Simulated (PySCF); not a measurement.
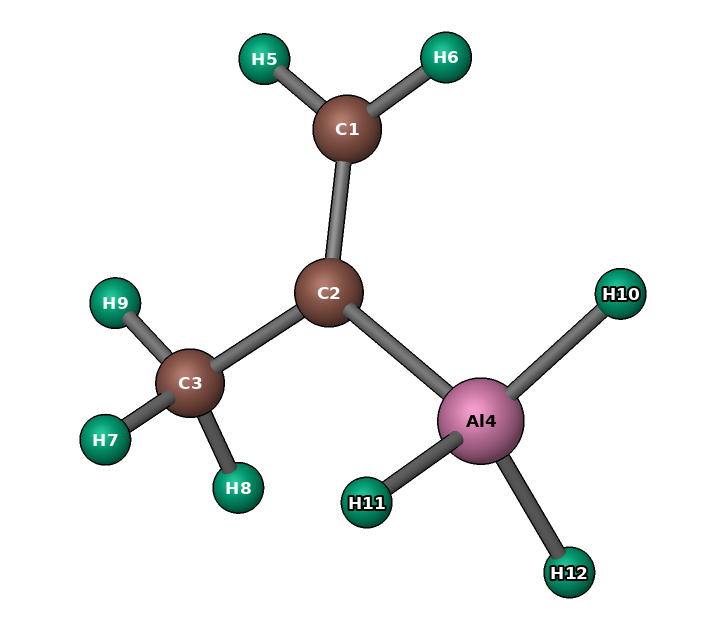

The questions are on isotropic NMR shieldings of the H atoms. The species has charge −1 and is a spin singlet. Computed geometry: PBE0-D3(BJ)/def2-SVP optimisation. No frequency run is at hand to confirm it as a minimum. Method: GIAO PBE0/pcSseg-1 NMR shielding, non-relativistic, gas phase (PySCF 2.14.0).

> Which H atom is the most shielded (lowest chemical shift)?

H9 (30.12 ppm).

> Which H atom is the least shielded (highest chemical shift)?

H5 (25.98 ppm).

> How wide is the range of H shifts?

4.14 ppm.

Give the isotropic NMR shieldings of the H atoms atom by atom.

| atom | σ (ppm) |
| --- | --- |
| H5 | 25.98 |
| H6 | 26.13 |
| H7 | 29.11 |
| H8 | 29.10 |
| H9 | 30.12 |
| H10 | 27.63 |
| H11 | 27.58 |
| H12 | 27.58 |
